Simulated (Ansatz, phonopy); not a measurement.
# Quasi-harmonic thermodynamics of ScAl3 (Pm-3m), part 3 of 3

Aim: the lattice, expansion, heat capacity and bulk modulus of ScAl3 as it warms. The starting cell is a computed one from a database.

Ansatz 0.2.0; DFT PBEsol, scalar-relativistic, plane waves, PAW; PAW set soft_1.

So far. Step 4 (Tight relaxation): The residual pressure is -8.8e-5 GPa, small enough for phonons. Step 5 (A new level, relaxed again): The residual pressure is -0.0033 GPa, small enough for phonons. The relaxed cell has a = 4.071 Å (conventional setting).

## Step 6: Phonons on strained cells

The study relaxes the crystal at several strains, solves the phonons on some of them and minimises the free energy at each temperature (static energy, vibrations, the electrons in a metal, and PV under a set pressure); the q-mesh sets how far the force constants reach.

input.yaml reads:

```yaml
crystal:
  lattice:
    - [4.0709720483, 0.0, 0.0]
    - [0.0, 4.0709720483, 0.0]
    - [0.0, 0.0, 4.0709720483]
  atoms:
    - { symbol: Sc, position: [0.0, 0.0, 0.0] }
    - { symbol: Al, position: [0.5, 0.0, 0.5] }
    - { symbol: Al, position: [0.0, 0.5, 0.5] }
    - { symbol: Al, position: [0.5, 0.5, 0.0] }
kpoints:
  mp_grid: { grid: [10, 10, 10] }
hamiltonian:
  xc: pbesol
  pseudopotentials: { kind: paw, azcp: { folder: soft_1 }, xc_functional: pbe }
scf:
  occupations: { method: methfessel_paxton, width: 0.2 }
  lower_state_search: "off"
output:
  eigenvalues: true
basis:
  ecutwfc: 550.0
phonons:
  method: dfpt
  qmesh: [2, 2, 2]
  temperatures: { t_max: 900.0, t_step: 50 }
  thermal_expansion: {}
```

Launch:

```bash
$ ansatz run input.yaml --threads 8 --pin off --max-ram 16384MiB --backend cpu --events-out ev --progress --plain --runs-dir out
```

Numbers of over 12 decimals in the logs are rounded to 6 here.

The program printed:

```text
[...]
Crystal: 4 atoms, lattice volume = 67.467 Å³
Basis set: ecut = 550 eV, 1935 PW (Γ), exchange–correlation on 64×64×64 points (8 copies of the dense FFT grid, shifted against one another)
Bands: 14, of which v1, the nominal top of the filled ones, is band 10 counted from 1 (9 counted from 0)
Symmetry: 48 space group operations
[...]
k-points: 56 of 1000
[...]
SCF iter   1: F=—  HF=-3687.268137 eV  |F-HF|=—  |Δ(HF+E_count)|=         —  Δρ=2.63e-2  dr2=9.33e-1  ethr=3.10e-3  ⟨swp⟩=5.3  Hψ=4130  notcnv=0
[...]
SCF iter   8: F=-3686.907772 eV  HF=-3686.907772 eV  |F-HF|=1.18e-11  |Δ(HF+E_count)|=  9.19e-11  S|Δr|=    0.00e0  Δρ=2.22e-7  dr2=3.08e-11  ethr=1.00e-12  ⟨swp⟩=2.6  Hψ=3059  notcnv=0
SCF 1 converged in 8 iterations: F = -3686.907772 eV  dr2 = 3.08e-11
[...]
relax step   1: F+E_penalty+E_count = -3686.90777155 eV  Δ(F+E_penalty+E_count) = +0.000e0 eV  max|allowed force component| = 2.223e-30 eV/Å  Δτ_max = 0.0000 Å  (8 SCF iters, accepted)
SCF converged after 8 iterations
[...]
Free energy (F): -3686.907772 eV
[...]
Internal energy: -3686.909397 eV  (E = F + TS)
E sigma→0 (E₀):  -3686.908178 eV
Entropy (-TS):   0.001626 eV (0.406 meV/atom)
Fermi energy:    9.267681 eV
[...]
--- Stress (GPa, compression-positive) ---
       -0.003317      -0.000000       0.000000
        0.000000      -0.003317       0.000000
        0.000000       0.000000      -0.003317
  P = ⅓ Tr σ = -0.0033 GPa (-0.033 kbar)
--- Band table (eV; the first three rows and the last of 56) ---
  k-point 0: bands = [... 6 lower, 6.6145, 7.4450, 7.4450, 7.4450, 10.4704, 10.5584, 10.5584, 10.5584]
  k-point 1: bands = [... 6 lower, 6.6868, 7.4551, 7.4551, 7.9590, 10.5045, 10.5045, 10.5882, 10.8632]
  k-point 2: bands = [... 6 lower, 6.8968, 7.4792, 7.4792, 8.5853, 10.3922, 10.3922, 10.6688, 11.6757]
  k-point 55: bands = [... 6 lower, 4.4443, 4.7377, 6.2969, 6.2969, 6.2969, 10.1995, 11.8910, 11.8910]
── thermal expansion: 3 new cells, 3 in all ──
thermal expansion: relaxation of cell 2
thermal expansion: relaxation of cell 3
── thermal expansion: 2 new cells, 5 in all ──
thermal expansion: relaxation of cell 4
thermal expansion: electrons of cell 4
thermal expansion: phonons of cell 4
thermal expansion: relaxation of cell 5
thermal expansion: electrons of cell 1
thermal expansion: electrons of cell 2
thermal expansion: electrons of cell 3
thermal expansion: electrons of cell 5
thermal expansion: phonons of cell 5
── thermal expansion: 6 new cells, 11 in all ──
thermal expansion: relaxation of cell 6
thermal expansion: relaxation of cell 7
thermal expansion: relaxation of cell 8
thermal expansion: relaxation of cell 9
thermal expansion: relaxation of cell 10
thermal expansion: relaxation of cell 11
thermal expansion: electrons of cell 6
thermal expansion: electrons of cell 7
thermal expansion: electrons of cell 8
thermal expansion: electrons of cell 9
thermal expansion: electrons of cell 10
thermal expansion: electrons of cell 11
thermal expansion: phonons of cell 6
WARN: thermal expansion, phonons of cell 6: eigensolver did not converge (k=28): 1 band(s) unlocked after 20 sweeps at ethr=1.00e-12 eV (lowest unlocked band 13, counted from 0; max residual 4.98e-6 eV among the unlocked bands, 4.98e-6 eV over every band)
thermal expansion: phonons of cell 7
[...]
thermal expansion: phonons of cell 8
[...]
WARN: thermal expansion: eigensolver_not_converged in the phonons of 3 cells: 6, 7, 8
--- Relaxed structure (1 steps of the walk, 1 accepted, 0 SCFs on fresh bases) ---
  F+E_penalty+E_count = -3686.90777155 eV   max|allowed force component| = 2.223e-30 eV/Å
  atoms:
    - { symbol: Sc, position: [0.0, 0.0, 0.0] }
    - { symbol: Al, position: [0.5, 0.0, 0.5] }
    - { symbol: Al, position: [0.0, 0.5, 0.5] }
    - { symbol: Al, position: [0.5, 0.5, 0.0] }
--- Thermal expansion: 11 cells in 3 rounds, 0 GPa ---
  no lower state was looked for at cell 4: scf.lower_state_search: off
  without vibrations: a 4.07095, b 4.07095, c 4.07095 Å, V 67.4664 Å³, B 91.76 GPa
  at 0 K: a 4.08133, b 4.08133, c 4.08133 Å, V 67.9839 Å³, B 89.74 GPa
  zero-point expansion: a +0.255, b +0.255, c +0.255, V +0.767 %
      T/K        a/Å        b/Å        c/Å       V/Å³ | expansion of a, b, c, V (1e-6/K)   | that of V in the mean from 25 °C | C_P, C_V (J/mol K of the cell) | B_T, B_S (GPa)
     0.00    4.08133    4.08133    4.08133    67.9839 |    0.00    0.00    0.00    0.00 |   24.38 |     0.000     0.000 |    89.74    89.74
   100.00    4.08215    4.08215    4.08215    68.0246 |    6.20    6.20    6.20   18.59 |   33.68 |    42.124    41.998 |    89.29    89.56
   200.00    4.08604    4.08604    4.08604    68.2196 |   11.86   11.86   11.86   35.57 |   38.99 |    79.406    78.493 |    87.74    88.76
   298.15    4.09127    4.09127    4.09127    68.4817 |   13.92   13.92   13.92   41.76 |       - |    91.846    90.002 |    85.97    87.73
   350.00    4.09430    4.09430    4.09430    68.6337 |   14.56   14.56   14.56   43.69 |   42.82 |    95.335    92.988 |    85.00    87.15
   450.00    4.10046    4.10046    4.10046    68.9442 |   15.48   15.48   15.48   46.43 |   44.48 |    99.736    96.389 |    83.10    85.98
   550.00    4.10696    4.10696    4.10696    69.2728 |   16.20   16.20   16.20   48.59 |   45.87 |   102.724    98.328 |    81.17    84.79
   650.00    4.11375    4.11375    4.11375    69.6169 |   16.84   16.84   16.84   50.51 |   47.11 |   105.110    99.602 |    79.21    83.59
   750.00    4.12081    4.12081    4.12081    69.9760 |   17.45   17.45   17.45   52.36 |   48.29 |   107.228   100.534 |    77.23    82.38
   850.00    4.12814    4.12814    4.12814    70.3499 |   18.07   18.07   18.07   54.21 |   49.43 |   109.239   101.276 |    75.24    81.16
   900.00    4.13190    4.13190    4.13190    70.5425 |   18.38   18.38   18.38   55.15 |   50.00 |   110.236   101.603 |    74.23    80.54
  the static fit leaves 0.000 meV an atom of the energies and, of the stresses, 0.000 GPa of each cell's largest along a strain (root mean squares over the cells), whose Pulay part it has at -0.003 GPa
  vibrations' free energy: its fit leaves 0.0001 meV an atom at the most
  the electrons' free energy at temperature is in it; its fit leaves 0.0046 meV an atom at the most
  free energies summed between the sampled wave vectors
  estimated error of the fitted expansion in any direction: up to 0.020e-6/K, at 900 K (an estimate, not a bound: it was exceeded on models of known expansion)
  by sums over the sampled wave vectors an expansion of the volume parts by up to 2.03e-6/K
  by a static energy of one degree less an expansion of the volume parts by up to 0.04e-6/K
  the FFT grids of the static calculations differ: 32 × 32 × 32, 36 × 36 × 36
  eigensolver_not_converged in the phonons of 3 cells: 6, 7, 8
```

Elapsed: 5.7 min, on 8 threads of Arm Neoverse V2, shared host; peak memory 1.1 GiB; 42 min of CPU time.

This step gave:

| Quantity | Value |
| --- | --- |
| pressure | -0.003317 GPa |
| volume expansion coefficient at 298 K | 41.76 1e-6/K |
| C_P at 298 K | 22.96 J/mol-atom/K |
| entropy at 298 K | 24.05 J/mol-atom/K |
| isothermal bulk modulus at 298 K | 85.97 GPa |
| Grüneisen parameter at 298 K | 1.645 |
| volume at 298 K | 17.12 Å³/atom |
| principal linear expansion coefficients at 298 K | 13.92, 13.92, 13.92 1e-6/K |

Strained cells of the study; zero-point energy where phonons were solved; the pressures are stresses at a fixed cutoff and can carry an offset from the finite basis. Expansion cells, by row:

| cell | \|a\| (Å) | \|b\| (Å) | \|c\| (Å) | V (Å³/atom) | E - E_lowest (meV/atom) | pressure, compression positive (GPa) | gap (eV) | zero-point energy (meV/atom) |
| --- | --- | --- | --- | --- | --- | --- | --- | --- |
| 1 | 4.071 | 4.071 | 4.071 | 16.87 | 0 | -0.006 | - | - |
| 2 | 4.104 | 4.104 | 4.104 | 17.27 | 2.715 | -2.088 | - | - |
| 3 | 4.039 | 4.039 | 4.039 | 16.47 | 2.793 | 2.293 | - | - |
| 4 | 4.071 | 4.071 | 4.071 | 16.87 | 0 | -0.022 | - | 45.26 |
| 5 | 4.092 | 4.092 | 4.092 | 17.12 | 1.097 | -1.348 | - | 44.17 |
| 6 | 4.111 | 4.111 | 4.111 | 17.37 | 4.164 | -2.56 | - | 43.11 |
| 7 | 4.132 | 4.132 | 4.132 | 17.63 | 9.227 | -3.712 | - | 42.04 |
| 8 | 4.152 | 4.152 | 4.152 | 17.9 | 16.19 | -4.791 | - | 40.97 |
| 9 | 4.031 | 4.031 | 4.031 | 16.37 | 4.348 | 2.89 | - | - |
| 10 | 4.051 | 4.051 | 4.051 | 16.62 | 1.061 | 1.39 | - | - |
| 11 | 4.185 | 4.185 | 4.185 | 18.33 | 31.34 | -6.393 | - | - |

Quasi-harmonic; a, b, c are the run's own cell vectors. Expansion, by row:

| T (K) | a (Å) | b (Å) | c (Å) | alpha (deg) | beta (deg) | gamma (deg) | cell volume (Å³/cell) | alpha_a (1e-6/K) | alpha_b (1e-6/K) | alpha_c (1e-6/K) | alpha_V (1e-6/K) | C_P (J/mol-atom/K) | C_V (J/mol-atom/K) | S (J/mol-atom/K) | B_T (GPa) | B_S (GPa) | Grueneisen | extrapolation | fit error (1e-6/K) |
| --- | --- | --- | --- | --- | --- | --- | --- | --- | --- | --- | --- | --- | --- | --- | --- | --- | --- | --- | --- |
| 0 | 4.081 | 4.081 | 4.081 | 90 | 90 | 90 | 67.98 | 0 | 0 | 0 | 0 | 0 | 0 | 0 | 89.74 | 89.74 | - | 0 | 0 |
| 50 | 4.081 | 4.081 | 4.081 | 90 | 90 | 90 | 67.99 | 1.27 | 1.27 | 1.27 | 3.81 | 2.179 | 2.178 | 0.65 | 89.69 | 89.72 | 1.608 | 0 | 0 |
| 100 | 4.082 | 4.082 | 4.082 | 90 | 90 | 90 | 68.02 | 6.2 | 6.2 | 6.2 | 18.59 | 10.53 | 10.5 | 4.681 | 89.29 | 89.56 | 1.619 | 0 | 0 |
| 150 | 4.084 | 4.084 | 4.084 | 90 | 90 | 90 | 68.11 | 9.8 | 9.8 | 9.8 | 29.4 | 16.53 | 16.41 | 10.2 | 88.58 | 89.21 | 1.627 | 0 | 0 |
| 200 | 4.086 | 4.086 | 4.086 | 90 | 90 | 90 | 68.22 | 11.86 | 11.86 | 11.86 | 35.57 | 19.85 | 19.62 | 15.46 | 87.74 | 88.76 | 1.634 | 0 | 0 |
| 250 | 4.089 | 4.089 | 4.089 | 90 | 90 | 90 | 68.35 | 13.11 | 13.11 | 13.11 | 39.32 | 21.78 | 21.43 | 20.11 | 86.85 | 88.25 | 1.639 | 0 | 0.01 |
| 298.1 | 4.091 | 4.091 | 4.091 | 90 | 90 | 90 | 68.48 | 13.92 | 13.92 | 13.92 | 41.76 | 22.96 | 22.5 | 24.05 | 85.97 | 87.73 | 1.645 | 0 | 0.01 |
| 300 | 4.091 | 4.091 | 4.091 | 90 | 90 | 90 | 68.49 | 13.95 | 13.95 | 13.95 | 41.84 | 23 | 22.53 | 24.2 | 85.93 | 87.71 | 1.645 | 0 | 0.01 |
| 350 | 4.094 | 4.094 | 4.094 | 90 | 90 | 90 | 68.63 | 14.56 | 14.56 | 14.56 | 43.69 | 23.83 | 23.25 | 27.81 | 85 | 87.15 | 1.651 | 0 | 0.01 |
| 400 | 4.097 | 4.097 | 4.097 | 90 | 90 | 90 | 68.79 | 15.06 | 15.06 | 15.06 | 45.17 | 24.45 | 23.74 | 31.03 | 84.05 | 86.57 | 1.656 | 0 | 0.01 |
| 450 | 4.1 | 4.1 | 4.1 | 90 | 90 | 90 | 68.94 | 15.48 | 15.48 | 15.48 | 46.43 | 24.93 | 24.1 | 33.94 | 83.1 | 85.98 | 1.662 | 0 | 0.01 |
| 500 | 4.104 | 4.104 | 4.104 | 90 | 90 | 90 | 69.11 | 15.85 | 15.85 | 15.85 | 47.55 | 25.34 | 24.37 | 36.59 | 82.13 | 85.39 | 1.668 | 0 | 0.01 |
| 550 | 4.107 | 4.107 | 4.107 | 90 | 90 | 90 | 69.27 | 16.2 | 16.2 | 16.2 | 48.59 | 25.68 | 24.58 | 39.02 | 81.17 | 84.79 | 1.673 | 0 | 0.01 |
| 600 | 4.11 | 4.11 | 4.11 | 90 | 90 | 90 | 69.44 | 16.52 | 16.52 | 16.52 | 49.57 | 25.99 | 24.76 | 41.27 | 80.19 | 84.19 | 1.679 | 0 | 0.01 |
| 650 | 4.114 | 4.114 | 4.114 | 90 | 90 | 90 | 69.62 | 16.84 | 16.84 | 16.84 | 50.51 | 26.28 | 24.9 | 43.36 | 79.21 | 83.59 | 1.684 | 0 | 0.01 |
| 700 | 4.117 | 4.117 | 4.117 | 90 | 90 | 90 | 69.79 | 17.15 | 17.15 | 17.15 | 51.44 | 26.55 | 25.02 | 45.32 | 78.22 | 82.98 | 1.69 | 0 | 0.01 |
| 750 | 4.121 | 4.121 | 4.121 | 90 | 90 | 90 | 69.98 | 17.45 | 17.45 | 17.45 | 52.36 | 26.81 | 25.13 | 47.16 | 77.23 | 82.38 | 1.695 | 0 | 0.01 |
| 800 | 4.124 | 4.124 | 4.124 | 90 | 90 | 90 | 70.16 | 17.76 | 17.76 | 17.76 | 53.29 | 27.06 | 25.23 | 48.9 | 76.24 | 81.77 | 1.701 | 0 | 0.01 |
| 850 | 4.128 | 4.128 | 4.128 | 90 | 90 | 90 | 70.35 | 18.07 | 18.07 | 18.07 | 54.21 | 27.31 | 25.32 | 50.54 | 75.24 | 81.16 | 1.706 | 0 | 0.01 |
| 900 | 4.132 | 4.132 | 4.132 | 90 | 90 | 90 | 70.54 | 18.38 | 18.38 | 18.38 | 55.15 | 27.56 | 25.4 | 52.11 | 74.23 | 80.54 | 1.712 | 0 | 0.02 |

Table of expansion coefficient by temperature; values in 1e-6/K:

| temperature (K) | volume | principal 1 |
| --- | --- | --- |
| 0 | 0 | 0 |
| 50 | 3.81 | 1.27 |
| 100 | 18.6 | 6.2 |
| 150 | 29.4 | 9.8 |
| 200 | 35.6 | 11.9 |
| 250 | 39.3 | 13.1 |
| 298 | 41.8 | 13.9 |
| 300 | 41.8 | 13.9 |
| 350 | 43.7 | 14.6 |
| 400 | 45.2 | 15.1 |
| 450 | 46.4 | 15.5 |
| 500 | 47.5 | 15.8 |
| 550 | 48.6 | 16.2 |
| 600 | 49.6 | 16.5 |
| 650 | 50.5 | 16.8 |
| 700 | 51.4 | 17.1 |
| 750 | 52.4 | 17.4 |
| 800 | 53.3 | 17.8 |
| 850 | 54.2 | 18.1 |
| 900 | 55.1 | 18.4 |

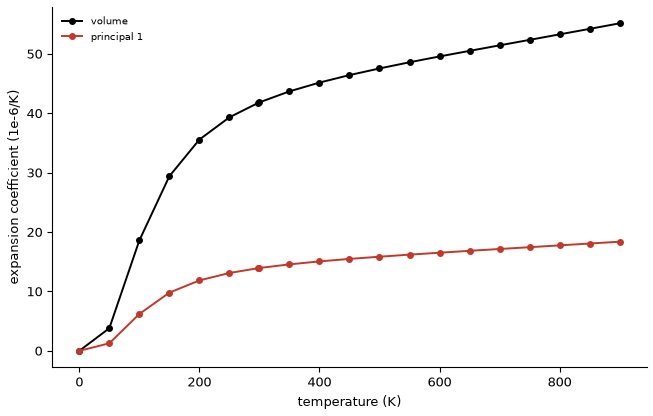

Expansion coefficient against temperature.

At 298 K the volume expansion is 41.8 × 10⁻⁶/K and B_T is 86.0 GPa. The q-mesh is coarse, so this is a first estimate.

## Step 7: Quasi-harmonic fit by phonopy

This step: DFT PBEsol, scalar-relativistic, plane waves, PAW; PAW set soft_1 (phonopy 4.10.0).

This step gave:

| Property | Result |
| --- | --- |
| volume expansion coefficient at 300 K | 41.7 1e-6/K |
| isothermal bulk modulus at 300 K | 85.91 GPa |
| C_P at 300 K | 23.05 J/mol-atom/K |
| Grüneisen parameter at 300 K | 1.656 |

Table of energy (each curve on its own zero) by volume; values in meV/atom:

| volume (Å³/atom) | static | F at 0 K | F at 300 K | F at 900 K |
| --- | --- | --- | --- | --- |
| 16.870 | 0 | 2.15 | 4.25 | 11.7 |
| 17.124 | 1.1 | 2.15 | 3.22 | 7.01 |
| 17.375 | 4.16 | 4.16 | 4.2 | 4.3 |
| 17.633 | 9.23 | 8.15 | 7.11 | 3.38 |
| 17.895 | 16.2 | 14.1 | 11.9 | 4.25 |

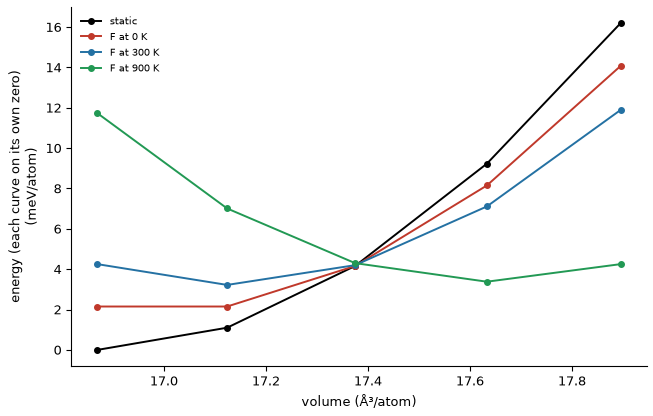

Energy (each curve on its own zero), plotted against volume.

Phonopy-qha, vinet fit of F(V) at each temperature. Qha vinet, by row:

| T (K) | fitted volume (Å³/atom) | alpha_V (1e-6/K) | B_T (GPa) | C_P (J/mol-atom/K) | Grueneisen |
| --- | --- | --- | --- | --- | --- |
| 100 | 17.01 | 17.8 | 89.16 | 10.04 | 1.559 |
| 150 | 17.03 | 28.63 | 88.48 | 16.35 | 1.594 |
| 200 | 17.06 | 35.17 | 87.68 | 19.84 | 1.626 |
| 250 | 17.09 | 39.1 | 86.81 | 21.82 | 1.644 |
| 300 | 17.12 | 41.7 | 85.91 | 23.05 | 1.656 |
| 350 | 17.16 | 43.6 | 84.99 | 23.88 | 1.667 |
| 400 | 17.2 | 45.11 | 84.05 | 24.49 | 1.676 |
| 450 | 17.24 | 46.39 | 83.1 | 24.97 | 1.685 |
| 500 | 17.28 | 47.52 | 82.14 | 25.37 | 1.694 |
| 550 | 17.32 | 48.57 | 81.17 | 25.71 | 1.703 |
| 600 | 17.36 | 49.56 | 80.2 | 26.02 | 1.712 |
| 650 | 17.4 | 50.51 | 79.22 | 26.3 | 1.721 |
| 700 | 17.45 | 51.44 | 78.23 | 26.57 | 1.729 |
| 750 | 17.49 | 52.36 | 77.25 | 26.82 | 1.738 |
| 800 | 17.54 | 53.28 | 76.26 | 27.07 | 1.747 |
| 850 | 17.59 | 54.2 | 75.27 | 27.32 | 1.755 |

The volume expansion coefficient by temperature; values in 1e-6/K:

| temperature (K) | phonopy-qha, Vinet | Ansatz's own study |
| --- | --- | --- |
| 100 | 17.8 | 18.6 |
| 150 | 28.6 | 29.4 |
| 200 | 35.2 | 35.6 |
| 250 | 39.1 | 39.3 |
| 300 | 41.7 | 41.8 |
| 350 | 43.6 | 43.7 |
| 400 | 45.1 | 45.2 |
| 450 | 46.4 | 46.4 |
| 500 | 47.5 | 47.5 |
| 550 | 48.6 | 48.6 |
| 600 | 49.6 | 49.6 |
| 650 | 50.5 | 50.5 |
| 700 | 51.4 | 51.4 |
| 750 | 52.4 | 52.4 |
| 800 | 53.3 | 53.3 |
| 850 | 54.2 | 54.2 |

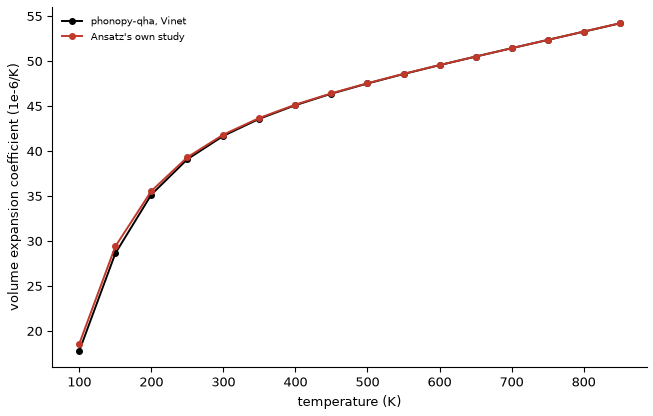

Volume expansion coefficient, plotted against temperature.

The fit gives a volume expansion of 41.7 × 10⁻⁶/K at 300 K, against 41.8 at 298 K from the study itself, whose static fit uses more cells.

## Step 8: Outcome

```
settings of these figures                        : PBEsol, 550 eV, k 10×10×10, q 2×2×2
volume expansion coefficient at 298 K            : 41.76 1e-6/K
C_P at 298 K                                     : 22.96 J/mol-atom/K
entropy at 298 K                                 : 24.05 J/mol-atom/K
isothermal bulk modulus at 298 K                 : 85.97 GPa
Grüneisen parameter at 298 K                     : 1.645
volume at 298 K                                  : 17.12 Å³/atom
principal linear expansion coefficients at 298 K : 13.92, 13.92, 13.92 1e-6/K
```

What this shows: Near room temperature ScAl3 expands by 41.8 × 10⁻⁶/K in volume by PBEsol, with C_P = 23.0 J/(mol K) per mole of atoms and B_T = 86.0 GPa. The q-mesh is coarse, and the expansion can converge slowly with it. C_P at room temperature is 92 % of the classical 3R an atom, so the stiffest modes are still partly frozen out. In this metal the study includes the electrons' free energy, which adds a term that grows with temperature, so the heat capacities need not level off at 3R. The log notes that a few bands missed the eigensolver's threshold in the phonon runs. The PAW files were made for PBE and are used here under another functional, for which the program regenerates the frozen cores.

[Logs are printed without paths, hosts, clocks, repeated set-up lines and the standing remarks that a program may print on its own settings, such as how far it seeks lower states.]

[Hosts, paths, dates, database ids (printed as entryN), source tags and the programs' standing remarks are cut or masked in the printed files.]

[A step with changed settings may run another functional than the one named; its input shows which.]
